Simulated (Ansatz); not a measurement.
**MgTe: pressure series**

Base system: MgTe in the zinc blende structure (space group F-43m, No. 216; a = 6.439 Å).

Cell and atoms are relaxed at each pressure.

Level of theory: DFT with PBEsol, PAW potentials and a 420 eV plane-wave cutoff in Ansatz (a quantum-chemistry and plane-wave program), no spin-orbit coupling.

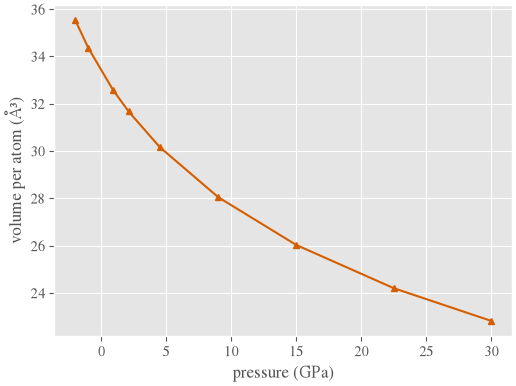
Fig. 1. Volume against pressure

### Question
Estimate the zero-pressure bulk modulus from the plot.

### Answer
About 36 GPa; a third-order Birch–Murnaghan fit to the points gives V₀ = 33.37 Å³/atom, B₀ = 36 GPa and B₀′ = 4.1.

Between the base and pressure 2.1 GPa the gap moves from 2.35 eV to 2.58 eV, a mean slope of 110 meV/GPa.

With Te present, leaving out spin-orbit coupling can change the band edges. Load acts through the strain it causes; cell and atoms are relaxed under it. Whether these cells are dynamically stable was not tested. Tetrahedral semiconductors of this kind turn to denser phases somewhere between about 1 and 50 GPa; those were not computed, so compressed cells here can lie past the real transition.
